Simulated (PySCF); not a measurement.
The calculation's input:

```
{"job": {"kind": "nmr", "xc": "PBE0", "basis": "pcSseg-1"}, "charge": 0, "multiplicity": 1}
C     -0.790877    -1.120278     1.231168
C     -0.225637    -0.223691     0.136478
C     -0.739840    -0.680717    -1.232258
C     -0.585110     1.193346     0.364548
N     -0.304854     2.084008    -0.491651
Si     1.714297    -0.249797     0.093880
O      2.154071     0.951613    -0.887464
H     -0.437635    -0.808759     2.212004
H     -0.477628    -2.149241     1.071147
H     -1.881154    -1.094322     1.233189
H     -0.376836    -0.023238    -2.016833
H     -1.830100    -0.661387    -1.249878
H     -0.412112    -1.696112    -1.443068
H     -1.060897     1.417792     1.329360
H     -0.574925     3.031238    -0.240159
H      2.151944    -1.516025    -0.481022
H      2.222079    -0.037144     1.450129
H      1.446457     1.589030    -1.091226
```

Launched as:

```sh
OMP_NUM_THREADS=1 python probes_run.py task.json out
```

Geometry: GFN2-xTB.

Method: PBE0/pcSseg-1, SCF density, gas phase, non-relativistic (PySCF).

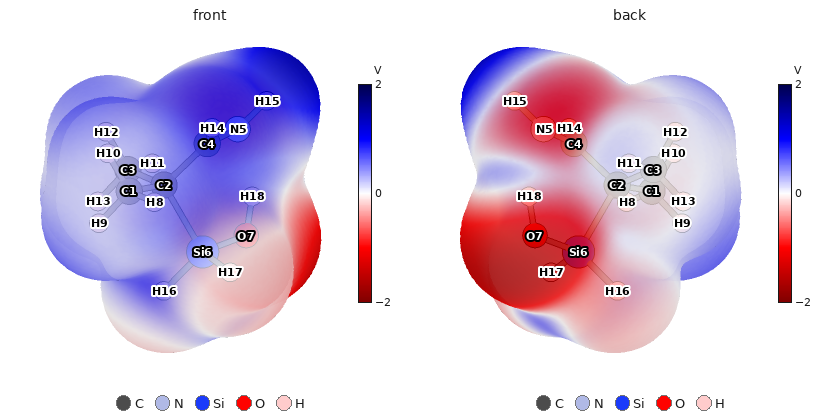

C₄H₁₁NOSi (SMILES [H]/N=C/C(C)(C)[SiH2]O). The molecular electrostatic potential painted on the density surface at 0.001 e/bohr³, seen from the front and from behind; the colour scale runs from red (negative) to blue (positive).

> Which sites attract a positive test charge, and which a negative one?

A positive charge is drawn to the negative regions and a negative charge to the positive ones. The most negative region (about −1.6 V) lies over O7, the most positive (about +1.4 V) over H15. O7 is the likeliest acceptor of a hydrogen bond.

> What dipole moment does the calculation give?

Its dipole moment is 3.12 D.
